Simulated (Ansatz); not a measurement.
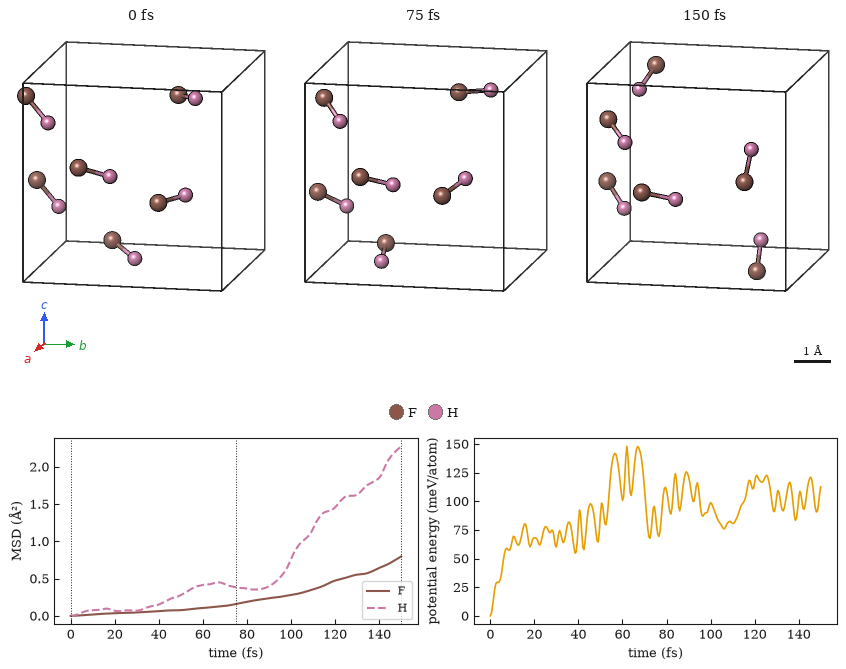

First-principles dynamics of a periodic cell with 6 HF at 1.086 g/cm³, 150 fs long. Frames and the history of the run. Style: ball-and-stick. Shown: the simulation cell, slightly off an axis. Atoms that leave the cell re-enter on the other side.

These are results of DFT PBE, scalar-relativistic, plane waves, PAW in Ansatz, not measurements. Set-up: plane-wave cutoff 420 eV; k-point mesh 1 × 1 × 1; Fermi-Dirac smearing 0.02 eV; Langevin thermostat (NVT); set temperature 1000 K; time step 0.5 fs; friction 0.02 per fs.

The input:
```yaml
crystal:
  lattice:
    - [5.683609, 0.0, 0.0]
    - [0.0, 5.683609, 0.0]
    - [0.0, 0.0, 5.683609]
  atoms:
    - { symbol: F, position: [0.43214556, -0.05587709, 0.39000454] }
    - { symbol: H, position: [0.41293775, 0.04957226, 0.25795266] }
    - { symbol: F, position: [-0.15345643, -0.02105122, 0.89981261] }
    - { symbol: H, position: [-0.13923629, 0.09243134, 0.7722378] }
    - { symbol: F, position: [0.9056821, 0.25572534, 0.56360794] }
    - { symbol: H, position: [0.82741001, 0.39693525, 0.50947295] }
    - { symbol: F, position: [0.36128172, 0.30743769, 0.08962044] }
    - { symbol: H, position: [0.44266536, 0.43828441, 0.01971438] }
    - { symbol: F, position: [0.74825173, 0.62306405, 0.37103629] }
    - { symbol: H, position: [0.61749786, 0.73132763, 0.38816468] }
    - { symbol: F, position: [0.52894765, 0.67682784, 0.87000026] }
    - { symbol: H, position: [0.657793, 0.78963449, 0.88420665] }
basis:
  ecutwfc: 420.0
kpoints:
  mp_grid: { grid: [1, 1, 1] }
hamiltonian:
  xc: pbe
scf:
  occupations: { method: fermi_dirac, width: 0.02 }
  lower_state_search: "off"
md:
  timestep: 0.5
  n_steps: 300
  ensemble: nvt_langevin
  temperature: 1000.0
  initial_velocities: maxwell_boltzmann
  seed: 822850
  friction: 0.02
```

Command:
```bash
ansatz run input.yaml --threads 1 --pin off --max-ram 3072MiB --backend cpu --events-out ev --progress --plain --runs-dir out
```

**Describe the run.**

In the second half of the run the atoms are, in the root-mean-square, this far from where they began (common drift taken out): H 1.09 Å, F 0.64 Å. The heavy atoms stay within a fraction of a molecule's size of their starting places, while the hydrogen atoms travel further, as molecules turn; so short a run doesn't tell a liquid from a solid. Over the second half the temperature averages 1084 K (spread ±244 K). The potential energy in the second half lies on average 101 meV per atom above the first frame.

Limits of the set-up: the periodic images lie only 5.7 Å apart, so the values are limited by the cell's size.

Cost: 3.6 min on 1 thread of Arm Neoverse V1 (shared host), peak memory 0.29 GiB.
